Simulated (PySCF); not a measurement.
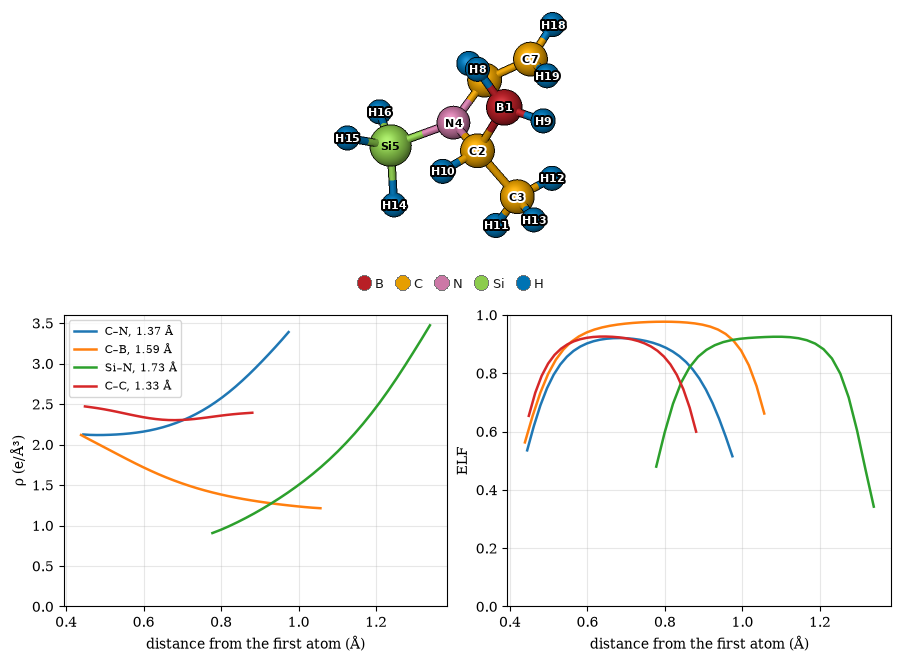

*C$_{4}$H$_{12}$BNSi (SMILES B[C@H](C)N([SiH3])C=C). Total electron density and ELF along straight lines between neighbouring atoms. The curves leave out the atomic cores. The structure is drawn too.*

Geometry: GFN2-xTB.

Method: PBE0/def2-SVPD, SCF density, gas phase in PySCF.

Input file:

```
{"job": {"kind": "uv", "xc": "PBE0", "basis": "def2-SVPD", "nstates": 8, "ntriplets": 3}, "charge": 0, "multiplicity": 1}
B      0.049579    -1.568447     1.126495
C     -0.676992    -0.301509     0.487124
C     -1.630589    -0.625945    -0.669792
N      0.291214     0.706031     0.038995
Si    -0.044673     2.379855     0.303495
C      1.396692     0.219238    -0.601173
C      1.718434    -1.065746    -0.707175
H      0.853763    -1.389517     1.957999
H     -0.444934    -2.625848     1.020110
H     -1.270996     0.173927     1.279634
H     -2.114760     0.278863    -1.033636
H     -1.079803    -1.072528    -1.494742
H     -2.395967    -1.325306    -0.343885
H     -1.329412     2.743886    -0.306809
H     -0.116789     2.621986     1.749061
H      1.049984     3.122931    -0.314815
H      2.032681     0.979571    -1.033277
H      2.620079    -1.400769    -1.183383
H      1.082683    -1.841423    -0.281687
```

Run with:

```sh
OMP_NUM_THREADS=1 python probes_run.py task.json out
```

Q: What kind of bonding do the profiles show?

A: C–N (1.37 Å): ρ at the midpoint is about 2.3 e/Å³; the ELF peaks at about 0.90 between the atoms, as expected for localised, covalent bonding.
C–B (1.59 Å): ρ is about 1.4 e/Å³ halfway; the ELF peaks at about 1 between the atoms: a shared electron pair.
Si–N (1.73 Å): ρ is about 1.1 e/Å³ halfway; the ELF peaks at about 0.95 between the atoms (a shared but strongly polarised pair).
C–C (1.33 Å): ρ is about 2.3 e/Å³ halfway; the ELF peaks at about 0.95 between the atoms; a short, multiple covalent bond.
